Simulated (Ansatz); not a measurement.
The relaxed structure here is a generated cell of GaAs: the first start was made by placing the elements on the sites of a structure type, and the end was not matched to a known phase here, so it may be hypothetical. Known forms of GaAs include space group No. 216.

A relaxed structure of GaAs. Space group Pnma (No. 62). Computed with PBEsol (plane waves to 420 eV, PAW, scalar-relativistic; Ansatz, a quantum-chemistry and plane-wave program).

```cif
data_As4Ga4
_chemical_formula_sum 'Ga4 As4'
_space_group_name_H-M_alt 'Pnma'
_space_group_IT_number 62
_space_group_name_Hall '-P 2ac 2n'
_cell_length_a 7.75470
_cell_length_b 4.04698
_cell_length_c 6.80145
_cell_angle_alpha 90.000
_cell_angle_beta 90.000
_cell_angle_gamma 90.000
loop_
_space_group_symop_operation_xyz
  'x, y, z'
  '-x, -y, -z'
  '-x+1/2, -y, z+1/2'
  'x+1/2, y, -z+1/2'
  'x+1/2, -y+1/2, -z+1/2'
  '-x+1/2, y+1/2, z+1/2'
  '-x, y+1/2, -z'
  'x, -y+1/2, z'
loop_
_atom_site_label
_atom_site_type_symbol
_atom_site_symmetry_multiplicity
_atom_site_Wyckoff_symbol
_atom_site_fract_x
_atom_site_fract_y
_atom_site_fract_z
_atom_site_occupancy
Ga1 Ga 4 c 0.15956 0.75000 0.09400 1
As1 As 4 c 0.16384 0.25000 0.88773 1
```

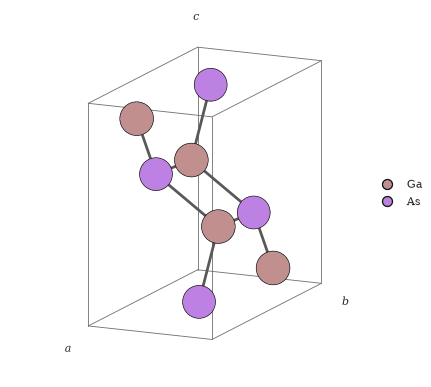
Figure. The conventional cell of the relaxed structure

```yaml
volume_per_atom: 26.68 Å³
band_gap: 0.16 eV, direct at Γ (no spin-orbit coupling)
shortest_distances: As–Ga 2.42 Å; Ga–Ga 3.44 Å; As–As 3.59 Å
k-mesh: 5×8×5
```

Band energies at high-symmetry points (eV from the VBM; labels of this space group; no spin-orbit coupling), from −5 eV up to 4.8 eV:

```csv
point,energies
Γ,-4.67 -4.09 -3.50 -2.78 -1.65 -1.27 -0.69 -0.67 -0.57 0.00 0.16 1.19 1.33 2.37 2.84 3.67 3.92 3.94 4.10 4.54 4.75
X,-3.38 -3.38 -2.91 -2.91 -2.41 -2.41 -1.37 -1.37 -0.43 -0.43 1.20 1.20 1.93 1.93 2.75 2.75 3.90 3.90 4.49 4.49
S,-3.32 -3.32 -3.32 -3.32 -1.78 -1.78 -1.78 -1.78 2.58 2.58 2.58 2.58 2.92 2.92 2.92 2.92
Y,-4.01 -4.01 -2.54 -2.54 -2.41 -2.41 -1.56 -1.56 1.46 1.46 2.65 2.65 4.41 4.41 4.76 4.76 4.79 4.79
Z,-3.94 -3.94 -2.59 -2.59 -2.29 -2.29 -1.61 -1.61 -0.72 -0.72 1.34 1.34 2.44 2.44 3.08 3.08 4.60 4.60 4.65 4.65
U,-2.27 -2.27 -2.24 -2.24 -0.89 -0.89 -0.78 -0.78 0.67 0.67 2.13 2.13 3.12 3.12 3.73 3.73
R,-2.50 -2.50 -2.50 -2.50 -2.19 -2.19 -2.19 -2.19 1.77 1.77 1.77 1.77 3.90 3.90 3.90 3.90
T,-3.68 -3.68 -3.14 -3.14 -1.47 -1.47 -0.83 -0.83 1.47 1.47 1.50 1.50 3.88 3.88 4.24 4.24 4.51 4.51
```

No spin polarisation in the result.

The run could not lose the symmetry of its start; a randomly shaken copy of 8 atoms returns to this structure.
